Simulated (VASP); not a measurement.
# CuRh2S4 (Cuprorhodsite): structure and properties in VASP, part 3 of 6

Aim: relax CuRh2S4 (Cuprorhodsite) with PBEsol, compute its properties on that cell and hold them against experiment. The start is a cell from a database of measured crystal structures.

VASP 6.6.1; PBEsol, no spin polarisation; plane waves and PAW (Cu, Rh_pv, S).

Still holding for the runs below: This run has no spin polarisation, although Cu and Rh can carry a moment.

So far. Step 3 (Second relaxation): It ends with forces under 0.001 eV/Å and a pressure of 0.04 GPa. The volume moved by under 0.01 %: the run met its threshold at the first step. Step 4 (Single point with fields (PBEsol)): In this run the pressure is 0.04 GPa, small enough to go on.

**5. Band structure (PBEsol)**

The mesh alone shows little of the dispersion and can miss band extrema, so KPOINTS_OPT adds a path through the symmetry points after the self-consistent cycle.

INCAR

```
SYSTEM = CuRh2S4
PREC = Accurate
ENCUT = 400
EDIFF = 1E-06
NELM = 100
ISMEAR = 0
SIGMA = 0.05
LREAL = .FALSE.
ALGO = Normal
GGA = PS
NBANDS = 98
LASPH = .TRUE.
LORBIT = 11
LWAVE = .FALSE.
LCHARG = .FALSE.
KPAR = 8
```

POSCAR

```
CuRh2S4
1.0
    0.0000000000      4.8555710460      4.8555710460
    4.8555710460      0.0000000000      4.8555710460
    4.8555710460      4.8555710460      0.0000000000
Cu Rh S
2 4 8
Direct
    0.0000000000      0.0000000000      0.0000000000
    0.2500000000      0.2500000000      0.2500000000
    0.6250000000      0.6250000000      0.6250000000
    0.1250000000      0.6250000000      0.6250000000
    0.6250000000      0.6250000000      0.1250000000
    0.6250000000      0.1250000000      0.6250000000
    0.3839428768      0.3839428768      0.3839428768
    0.4018286304      0.8660571232      0.8660571232
    0.3839428768      0.3839428768      0.8481713696
    0.8660571232      0.4018286304      0.8660571232
    0.8481713696      0.3839428768      0.3839428768
    0.8660571232      0.8660571232      0.8660571232
    0.3839428768      0.8481713696      0.3839428768
    0.8660571232      0.8660571232      0.4018286304
```

KPOINTS

```
Automatic mesh
0
Gamma
4 4 4
0 0 0
```

KPOINTS_OPT

```
Line mode
12
Line-mode
Reciprocal
  0.00000000   0.00000000   0.00000000 GAMMA
  0.50000000   0.00000000   0.50000000 X

  0.50000000   0.00000000   0.50000000 X
  0.50000000   0.25000000   0.75000000 W

  0.50000000   0.25000000   0.75000000 W
  0.37500000   0.37500000   0.75000000 K

  0.37500000   0.37500000   0.75000000 K
  0.00000000   0.00000000   0.00000000 GAMMA

  0.00000000   0.00000000   0.00000000 GAMMA
  0.50000000   0.50000000   0.50000000 L

  0.50000000   0.50000000   0.50000000 L
  0.62500000   0.25000000   0.62500000 U

  0.62500000   0.25000000   0.62500000 U
  0.50000000   0.25000000   0.75000000 W

  0.50000000   0.25000000   0.75000000 W
  0.50000000   0.50000000   0.50000000 L

  0.50000000   0.50000000   0.50000000 L
  0.37500000   0.37500000   0.75000000 K

  0.62500000   0.25000000   0.62500000 U
  0.50000000   0.00000000   0.50000000 X
```

The projector-augmented-wave data sets are Cu, Rh_pv and S (PBE family, release 64).

Run with:

```
$ mpirun -np 8 vasp_std
```

What it wrote:

```text
[... set-up lines as in an earlier step ...]
 entering main loop
       N       E                     dE             d eps       ncg     rms          rms(c)
DAV:   1     0.139946723422E+04    0.13995E+04   -0.53379E+04  1712   0.121E+03
DAV:   2     0.793859767758E+02   -0.13201E+04   -0.12160E+04  1664   0.384E+02
DAV:   3    -0.792633354504E+02   -0.15865E+03   -0.14416E+03  1726   0.132E+02
DAV:   4    -0.905204121118E+02   -0.11257E+02   -0.10945E+02  2152   0.384E+01
DAV:   5    -0.911356878948E+02   -0.61528E+00   -0.61454E+00  2272   0.857E+00    0.431E+01
DAV:   6    -0.102519258973E+03   -0.11384E+02   -0.10512E+02  2152   0.175E+02    0.283E+01
DAV:   7    -0.843447289171E+02    0.18175E+02   -0.53894E+01  2152   0.885E+01    0.166E+01
DAV:   8    -0.835329383559E+02    0.81179E+00   -0.12466E+01  2392   0.525E+01    0.895E+00
DAV:   9    -0.837984046043E+02   -0.26547E+00   -0.29107E+00  2256   0.728E+00    0.602E+00
DAV:  10    -0.835104286181E+02    0.28798E+00   -0.12828E+00  2112   0.265E+01    0.241E+00
DAV:  11    -0.834373962377E+02    0.73032E-01   -0.29080E-01  2224   0.121E+01    0.100E+00
DAV:  12    -0.834376471697E+02   -0.25093E-03   -0.29247E-02  1820   0.536E-01    0.527E-01
DAV:  13    -0.834344034231E+02    0.32437E-02   -0.46799E-03  2248   0.123E+00    0.236E-01
DAV:  14    -0.834341342915E+02    0.26913E-03   -0.98244E-04  2424   0.256E-01    0.152E-01
DAV:  15    -0.834339527035E+02    0.18159E-03   -0.21947E-04  1984   0.311E-01    0.620E-02
DAV:  16    -0.834339289946E+02    0.23709E-04   -0.11343E-04  2304   0.104E-01    0.216E-02
DAV:  17    -0.834339302959E+02   -0.13012E-05   -0.15263E-05  2286   0.196E-02    0.188E-02
DAV:  18    -0.834339297763E+02    0.51962E-06   -0.11557E-06  1048   0.211E-02
   1 F= -.83433930E+02 E0= -.83425603E+02  d E =-.166545E-01
 Start KPOINTS_OPT (optional k-point list driver)
k-point batch [1-8\120]
       N       E                     dE             ncg
DAV:   1     0.583930329152E+04   -0.40743E+03     1704
DAV:   2    -0.438513141942E+04   -0.10224E+05     1648
DAV:   3    -0.563857309530E+04   -0.12534E+04     1740
DAV:   4    -0.571981507288E+04   -0.81242E+02     1968
DAV:   5    -0.572381598032E+04   -0.40009E+01     2128
DAV:   6    -0.572396836393E+04   -0.15238E+00     2160
DAV:   7    -0.572397084458E+04   -0.24806E-02     2152
DAV:   8    -0.572397093527E+04   -0.90694E-04     2144
DAV:   9    -0.572397093673E+04   -0.14615E-05     1408
DAV:  10    -0.572397093693E+04   -0.19653E-06     1104
[...]
k-point batch [113-120\120]
       N       E                     dE             ncg
DAV:   1     0.581798811053E+04   -0.13920E+05     1712
DAV:   2    -0.438967444816E+04   -0.10208E+05     1648
DAV:   3    -0.562421542141E+04   -0.12345E+04     1672
DAV:   4    -0.570932413916E+04   -0.85109E+02     2128
DAV:   5    -0.571292859660E+04   -0.36045E+01     2248
DAV:   6    -0.571304730377E+04   -0.11871E+00     2216
DAV:   7    -0.571304951683E+04   -0.22131E-02     2288
DAV:   8    -0.571304958339E+04   -0.66565E-04     2136
DAV:   9    -0.571304958447E+04   -0.10752E-05     1448
DAV:  10    -0.571304958465E+04   -0.17974E-06     1288
```

Elapsed: 3.3 min, on 8 MPI ranks of Intel Xeon 6975P-C (Granite Rapids), shared host; peak memory 3.7 GiB.

OUTCAR, selected parts (step 5):

```text
   k-points           NKPTS =      8   k-points in BZ     NKDIM =      8   number of bands    NBANDS=     98

   NELECT =     130.0000    total number of electrons

 E-fermi :   7.0426

 k-point     1 :       0.0000    0.0000    0.0000
  band No.  band energies     occupation
    ...
     62       5.9086      2.00000
     63       5.9086      2.00000
     64       6.9267      1.99896
     65       6.9267      1.99896
     66       6.9267      1.99896
     67       9.6740      0.00000
     68       9.6740      0.00000
     69       9.6740      0.00000
     70       9.8740      0.00000
     71       9.8740      0.00000
    ...

  Total       -0.0078427     -0.0078427     -0.0078427      0.0000000      0.0000000      0.0000000
  in kB       -0.0548815     -0.0548815     -0.0548815      0.0000000      0.0000000      0.0000000
  external PRESSURE =      -0.0548815 kB  Pullay stress =       0.0000000 kB

 POSITION                                       TOTAL-FORCE (eV/Angst)
 -----------------------------------------------------------------------------------
      0.00000      0.00000      0.00000         0.000000      0.000000     -0.000000
      2.42779      2.42779      2.42779         0.000000      0.000000     -0.000000
      6.06946      6.06946      6.06946         0.000000      0.000000     -0.000000
      6.06946      3.64168      3.64168         0.000000      0.000000     -0.000000
      3.64168      3.64168      6.06946         0.000000      0.000000     -0.000000
      3.64168      6.06946      3.64168         0.000000      0.000000     -0.000000
      3.72852      3.72852      3.72852         0.000284      0.000284      0.000284
      8.41040      6.15631      6.15631        -0.000284      0.000284      0.000284
      5.98262      5.98262      3.72852        -0.000284     -0.000284      0.000284
      6.15631      8.41040      6.15631         0.000284     -0.000284      0.000284
      3.72852      5.98262      5.98262         0.000284     -0.000284     -0.000284
      8.41040      8.41040      8.41040        -0.000284     -0.000284     -0.000284
      5.98262      3.72852      5.98262        -0.000284      0.000284     -0.000284
      6.15631      6.15631      8.41040         0.000284      0.000284     -0.000284
 -----------------------------------------------------------------------------------
    total drift:                                0.000000      0.000000     -0.000000

  FREE ENERGIE OF THE ION-ELECTRON SYSTEM (eV)
  ---------------------------------------------------
  free  energy   TOTEN  =       -83.4339297763 eV

  energy  without entropy=      -83.4172752898  energy(sigma->0) =      -83.42560253

[... 9 parts as in an earlier step ...]

[... 7 further parts left out ...]
```

Spin-orbit coupling is off here; it would split degenerate levels.

Numbers from this step:

```yaml
scf_cycles: 18
bands: 98
fermi_energy: 7.043 eV
pressure: -0.005488 GPa
```

The electronic bands at the labelled points (eV, zero at the Fermi level; # counts the bands kept, so #1 is VASP's band 21):

| point | #42 | #43 | #44 | #45 | #46 | #47 | #48 | #49 |
| --- | --- | --- | --- | --- | --- | --- | --- | --- |
| Γ | -1.13 | -1.13 | -0.12 | -0.12 | -0.12 | 2.63 | 2.63 | 2.63 |
| X | -0.43 | -0.25 | -0.25 | 0.05 | 0.05 | 0.93 | 0.93 | 0.97 |
| W | -0.70 | -0.27 | -0.27 | 0.04 | 0.04 | 1.10 | 1.10 | 1.49 |
| K | -0.49 | -0.38 | -0.31 | -0.13 | 0.14 | 1.01 | 1.16 | 1.35 |
| Γ | -1.13 | -1.13 | -0.12 | -0.12 | -0.12 | 2.63 | 2.63 | 2.63 |
| L | -0.53 | -0.53 | -0.43 | -0.39 | -0.39 | 1.66 | 1.83 | 1.83 |
| U | -0.49 | -0.38 | -0.31 | -0.13 | 0.14 | 1.01 | 1.16 | 1.35 |
| W | -0.70 | -0.27 | -0.27 | 0.04 | 0.04 | 1.10 | 1.10 | 1.49 |
| L | -0.53 | -0.53 | -0.43 | -0.39 | -0.39 | 1.66 | 1.83 | 1.83 |
| K | -0.49 | -0.38 | -0.31 | -0.13 | 0.14 | 1.01 | 1.16 | 1.35 |
| jump to U | -0.49 | -0.38 | -0.31 | -0.13 | 0.14 | 1.01 | 1.16 | 1.35 |
| X | -0.43 | -0.25 | -0.25 | 0.05 | 0.05 | 0.93 | 0.93 | 0.97 |

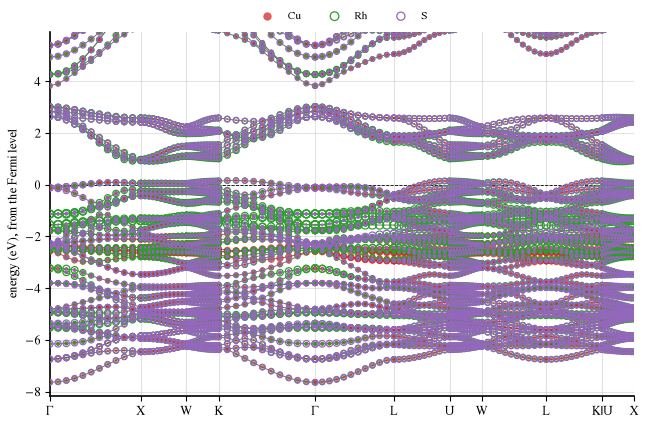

Electronic bands along the path; dots are coloured as in the legend, and their area grows with the weight.

There is no gap at this level.

**6. Density of states (PBEsol)**

A density of states needs more k-points than a total energy; ISMEAR = -5 takes tetrahedra, and LORBIT projects the states on the PAW spheres. The mesh is finer than in the run before.

INCAR, as its differences from that of step 5:

```diff
@@ -5,3 +5,3 @@
 NELM = 100
-ISMEAR = 0
+ISMEAR = -5
 SIGMA = 0.05
@@ -16 +16,2 @@
 KPAR = 8
+NEDOS = 2001
```

POSCAR is that of step 5.

KPOINTS

```
Automatic mesh
0
Gamma
5 5 5
0 0 0
```

Run with:

```
$ mpirun -np 8 vasp_std
```

What it wrote:

```text
[... set-up lines as in an earlier step ...]
 entering main loop
       N       E                     dE             d eps       ncg     rms          rms(c)
DAV:   1     0.137630878156E+04    0.13763E+04   -0.53457E+04  2128   0.121E+03
DAV:   2     0.750625642842E+02   -0.13012E+04   -0.12032E+04  2088   0.382E+02
DAV:   3    -0.793093701332E+02   -0.15437E+03   -0.13982E+03  2168   0.130E+02
DAV:   4    -0.904952858521E+02   -0.11186E+02   -0.10851E+02  2664   0.384E+01
DAV:   5    -0.911026597571E+02   -0.60737E+00   -0.60651E+00  2784   0.854E+00    0.431E+01
DAV:   6    -0.102409247938E+03   -0.11307E+02   -0.10112E+02  2664   0.176E+02    0.282E+01
DAV:   7    -0.843523311029E+02    0.18057E+02   -0.53556E+01  2688   0.881E+01    0.166E+01
DAV:   8    -0.835343326270E+02    0.81800E+00   -0.12082E+01  2992   0.511E+01    0.889E+00
DAV:   9    -0.838864649531E+02   -0.35213E+00   -0.28972E+00  2928   0.966E+00    0.638E+00
DAV:  10    -0.835179697636E+02    0.36850E+00   -0.14914E+00  2648   0.284E+01    0.237E+00
DAV:  11    -0.834505145400E+02    0.67455E-01   -0.28488E-01  2896   0.115E+01    0.957E-01
DAV:  12    -0.834555803368E+02   -0.50658E-02   -0.23892E-02  2880   0.132E+00    0.696E-01
DAV:  13    -0.834487050565E+02    0.68753E-02   -0.13599E-02  2776   0.256E+00    0.155E-01
DAV:  14    -0.834488641680E+02   -0.15911E-03   -0.17057E-03  2480   0.148E-01    0.122E-01
DAV:  15    -0.834488641588E+02    0.92095E-08   -0.99616E-05  2680   0.450E-02    0.714E-02
DAV:  16    -0.834488361756E+02    0.27983E-04   -0.10256E-04  2824   0.137E-01    0.188E-02
DAV:  17    -0.834488363314E+02   -0.15579E-06   -0.18196E-05  2944   0.679E-02    0.109E-02
DAV:  18    -0.834488363874E+02   -0.55945E-07   -0.86427E-07  1232   0.638E-03
   1 F= -.83448836E+02 E0= -.83448836E+02  d E =0.000000E+00
 -----------------------------------------------------------------------------
|                                                                             |
|           W    W    AA    RRRRR   N    N  II  N    N   GGGG   !!!           |
|           W    W   A  A   R    R  NN   N  II  NN   N  G    G  !!!           |
|           W    W  A    A  R    R  N N  N  II  N N  N  G       !!!           |
|           W WW W  AAAAAA  RRRRR   N  N N  II  N  N N  G  GGG   !            |
|           WW  WW  A    A  R   R   N   NN  II  N   NN  G    G                |
|           W    W  A    A  R    R  N    N  II  N    N   GGGG   !!!           |
|                                                                             |
|     Tetrahedron method does not include variations of the Fermi             |
|     occupations, so forces and stress will be inaccurate. We suggest        |
|     using a different smearing scheme ISMEAR = 1 or 2 for metals in         |
|     relaxations.                                                            |
|                                                                             |
 -----------------------------------------------------------------------------
```

It took 41 s on 8 MPI ranks; peak memory 3.1 GiB; 5.3 min of CPU time.

Parts of OUTCAR (step 6):

```text
   k-points           NKPTS =     10   k-points in BZ     NKDIM =     10   number of bands    NBANDS=     98

   NELECT =     130.0000    total number of electrons

 E-fermi :   7.0096

 k-point     1 :       0.0000    0.0000    0.0000
  band No.  band energies     occupation
    ...
     62       5.9213      2.00000
     63       5.9213      2.00000
     64       6.9204      2.00000
     65       6.9204      2.11347
     66       6.9204      2.11347
     67       9.6789      0.00000
     68       9.6789      0.00000
     69       9.6789      0.00000
     70       9.8768      0.00000
     71       9.8768      0.00000
    ...

  Total       -0.0552973     -0.0552973     -0.0552973     -0.0000000      0.0000000     -0.0000000
  in kB       -0.3869576     -0.3869576     -0.3869576     -0.0000000      0.0000000     -0.0000000
  external PRESSURE =      -0.3869576 kB  Pullay stress =       0.0000000 kB

 POSITION                                       TOTAL-FORCE (eV/Angst)
 -----------------------------------------------------------------------------------
      0.00000      0.00000      0.00000         0.000000      0.000000      0.000000
      2.42779      2.42779      2.42779         0.000000      0.000000      0.000000
      6.06946      6.06946      6.06946         0.000000      0.000000      0.000000
      6.06946      3.64168      3.64168         0.000000      0.000000      0.000000
      3.64168      3.64168      6.06946         0.000000      0.000000      0.000000
      3.64168      6.06946      3.64168         0.000000      0.000000      0.000000
      3.72852      3.72852      3.72852         0.007336      0.007336      0.007336
      8.41040      6.15631      6.15631        -0.007336      0.007336      0.007336
      5.98262      5.98262      3.72852        -0.007336     -0.007336      0.007336
      6.15631      8.41040      6.15631         0.007336     -0.007336      0.007336
      3.72852      5.98262      5.98262         0.007336     -0.007336     -0.007336
      8.41040      8.41040      8.41040        -0.007336     -0.007336     -0.007336
      5.98262      3.72852      5.98262        -0.007336      0.007336     -0.007336
      6.15631      6.15631      8.41040         0.007336      0.007336     -0.007336
 -----------------------------------------------------------------------------------
    total drift:                                0.000000      0.000000     -0.000000

  FREE ENERGIE OF THE ION-ELECTRON SYSTEM (eV)
  ---------------------------------------------------
  free  energy   TOTEN  =       -83.4488363874 eV

  energy  without entropy=      -83.4488363874  energy(sigma->0) =      -83.44883639

[... 7 parts as in an earlier step ...]

[... 9 further parts left out ...]
```

With tetrahedra the forces and stress of a metal are not exact derivatives of the energy.

Numbers from this step:

```
irreducible k-points   : 10
free energy (TOTEN)    : -83.4488 eV
Fermi energy           : 7.010 eV
pressure               : -0.03870 GPa
DOS at the Fermi level : 9.335 states/eV/cell
```

The density of states has structure finer than the step of the table below, so its rows give means over 1 eV, whole bins alone (the curve runs from -12.0 to 2.39 eV). Peaks (eV: height): total -5.0: 30.1, -2.5: 47.2, -2.1: 25.0, -1.4: 25.6; Rh d -5.0: 13.8, -2.5: 13.0, -1.5: 11.1, -1.4: 17.2; Cu d -2.5: 27.7, -2.1: 10.1; S p -6.0: 4.46, -5.5: 6.31, -5.1: 8.16, -4.0: 5.09; Rh p -5.4: 0.497, -4.5: 0.418, -4.0: 0.516, -2.1: 0.440.

States under -12.0 eV and over 2.4 eV are left out. The density of states by energy, zero at the Fermi level; means over each step; 7 of 9 lines; values in states/eV/cell:

| energy (eV) | total | Rh d | Cu d | S p | Rh p | S s | Cu p |
| --- | --- | --- | --- | --- | --- | --- | --- |
| -9 | 0 | 0 | 0 | 0 | 0 | 0 | 0 |
| -8 | 0.0112 | 0.00182 | 4.5e-5 | 0.00312 | 7.5e-6 | 1.1e-4 | 3.2e-5 |
| -7 | 1.92 | 0.347 | 0.0272 | 0.550 | 0.0150 | 0.0244 | 0.0225 |
| -6 | 12.0 | 2.72 | 0.400 | 3.55 | 0.150 | 0.108 | 0.100 |
| -5 | 15.3 | 5.11 | 1.08 | 4.32 | 0.203 | 0.0755 | 0.109 |
| -4 | 10.7 | 1.99 | 1.98 | 2.99 | 0.293 | 0.0484 | 0.0863 |
| -3 | 13.5 | 3.17 | 6.43 | 1.44 | 0.108 | 0.0534 | 0.0337 |
| -2 | 17.8 | 5.46 | 6.46 | 2.30 | 0.239 | 0.162 | 0.149 |
| -1 | 14.2 | 7.88 | 1.32 | 1.98 | 0.204 | 0.0921 | 0.218 |
| 0 | 6.51 | 2.14 | 0.819 | 2.00 | 0.178 | 0.0306 | 0.0892 |
| 1 | 2.49 | 1.06 | 0.129 | 0.446 | 0.0140 | 0.111 | 0.0262 |

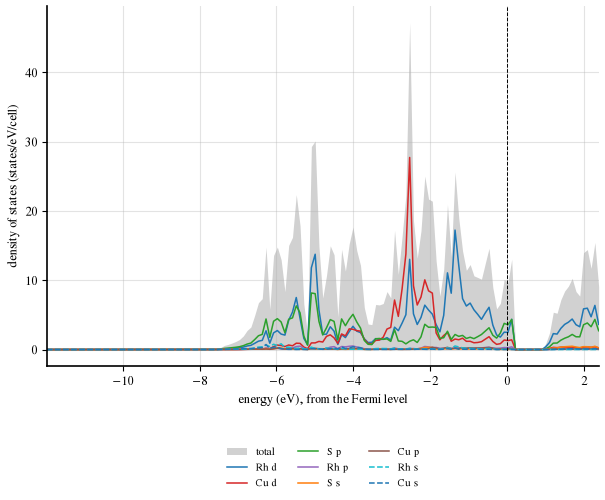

Density of states against energy.

The finer mesh and the other smearing move the Fermi level by -0.03 eV from the 4×4×4 run, a small shift, which tests the Fermi level alone. Of the states within 0.3 eV of the Fermi level, the largest shares in the PAW spheres are S p 35 %, Rh d 29 % and Cu d 12 %. The rest lies in smaller channels or between the spheres.

**7. Core levels (PBEsol)**

Core levels shift with the potential at each site, so they tell like atoms on unlike sites apart.

INCAR

```
SYSTEM = CuRh2S4
PREC = Accurate
ENCUT = 400
EDIFF = 1E-06
NELM = 100
ISMEAR = 0
SIGMA = 0.05
LREAL = .FALSE.
ALGO = Normal
GGA = PS
NBANDS = 80
LASPH = .TRUE.
LORBIT = 11
LWAVE = .FALSE.
LCHARG = .FALSE.
KPAR = 8
ICORELEVEL = 1
```

POSCAR is that of step 6.

KPOINTS

```
Automatic mesh
0
Gamma
4 4 4
0 0 0
```

Run with:

```
$ mpirun -np 8 vasp_std
```

What it wrote:

```text
[... set-up lines as in an earlier step ...]
 entering main loop
       N       E                     dE             d eps       ncg     rms          rms(c)
[... 22 cycles as in an earlier step ...]
   1 F= -.83433929E+02 E0= -.83425602E+02  d E =-.166542E-01
```

Elapsed: 34 s, on 8 MPI ranks; peak memory 3 GiB; 4.3 min of CPU time.

From OUTCAR (step 7):

```text
   NELECT =     130.0000    total number of electrons

 the core state eigenenergies are
   1-  1s  -8841.7665  2s  -1054.0797  2p   -908.5422  3s   -105.5825  3p    -62.9420

   2-  1s  -8841.7665  2s  -1054.0797  2p   -908.5422  3s   -105.5825  3p    -62.9420

   3-  1s -23023.8334  2s  -3329.0643  2p  -2982.1453  3s   -586.3223  3p   -472.3179
       3d   -290.1725  4s    -71.7316
   4-  1s -23023.8334  2s  -3329.0643  2p  -2982.1453  3s   -586.3223  3p   -472.3179
       3d   -290.1725  4s    -71.7316
   5-  1s -23023.8334  2s  -3329.0643  2p  -2982.1453  3s   -586.3223  3p   -472.3179
       3d   -290.1725  4s    -71.7316
   6-  1s -23023.8334  2s  -3329.0643  2p  -2982.1453  3s   -586.3223  3p   -472.3179
       3d   -290.1725  4s    -71.7316
   7-  1s  -2393.2942  2s   -199.2277  2p   -144.0127
   8-  1s  -2393.2942  2s   -199.2277  2p   -144.0127
   9-  1s  -2393.2942  2s   -199.2277  2p   -144.0127
  10-  1s  -2393.2942  2s   -199.2277  2p   -144.0127
  11-  1s  -2393.2942  2s   -199.2277  2p   -144.0127
  12-  1s  -2393.2942  2s   -199.2277  2p   -144.0127
  13-  1s  -2393.2942  2s   -199.2277  2p   -144.0127
  14-  1s  -2393.2942  2s   -199.2277  2p   -144.0127

 E-fermi :   7.0424

[... 20 parts as in an earlier step ...]

[... 1 further part left out ...]
```

These are scalar-relativistic Kohn-Sham levels of the ground state, with no core hole, so they are not binding energies.

This step gave:

```yaml
scf_cycles: 22
bands: 80
irreducible_k_points: 8
free_energy_toten: -83.4339 eV
fermi_energy: 7.042 eV
pressure: 0.03917 GPa
```

Kohn-Sham core levels. Core levels, by row, the first 40 of 62 rows:

| atom | shell | level below the Fermi level (eV) |
| --- | --- | --- |
| Cu1 | 1s | 8849 |
| Cu1 | 2s | 1061 |
| Cu1 | 2p | 915.6 |
| Cu1 | 3s | 112.6 |
| Cu1 | 3p | 69.98 |
| Cu2 | 1s | 8849 |
| Cu2 | 2s | 1061 |
| Cu2 | 2p | 915.6 |
| Cu2 | 3s | 112.6 |
| Cu2 | 3p | 69.98 |
| Rh3 | 1s | 23031 |
| Rh3 | 2s | 3336 |
| Rh3 | 2p | 2989 |
| Rh3 | 3s | 593.4 |
| Rh3 | 3p | 479.4 |
| Rh3 | 3d | 297.2 |
| Rh3 | 4s | 78.77 |
| Rh4 | 1s | 23031 |
| Rh4 | 2s | 3336 |
| Rh4 | 2p | 2989 |
| Rh4 | 3s | 593.4 |
| Rh4 | 3p | 479.4 |
| Rh4 | 3d | 297.2 |
| Rh4 | 4s | 78.77 |
| Rh5 | 1s | 23031 |
| Rh5 | 2s | 3336 |
| Rh5 | 2p | 2989 |
| Rh5 | 3s | 593.4 |
| Rh5 | 3p | 479.4 |
| Rh5 | 3d | 297.2 |
| Rh5 | 4s | 78.77 |
| Rh6 | 1s | 23031 |
| Rh6 | 2s | 3336 |
| Rh6 | 2p | 2989 |
| Rh6 | 3s | 593.4 |
| Rh6 | 3p | 479.4 |
| Rh6 | 3d | 297.2 |
| Rh6 | 4s | 78.77 |
| S7 | 1s | 2400 |
| S7 | 2s | 206.3 |

Atoms of one element give levels within 0.1 eV of each other.

(Part 3 of 6 ends here.)

[Lines on the potential files, build, host, timing and source positions are cut from VASP's logs without a mark.]

[Logs are printed without paths, hosts, clocks, repeated set-up lines and the standing remarks that a program may print on its own settings, such as how far it seeks lower states.]

[Hosts, paths, dates, database ids (printed as entryN), source tags and the programs' standing remarks are cut or masked in the printed files.]

[A measured line is paired with the nearest computed mode of its activity, which favours agreement.]

[In band tables of VASP the shares of atoms and orbitals are scaled to a sum of 1 inside the atoms' spheres.]
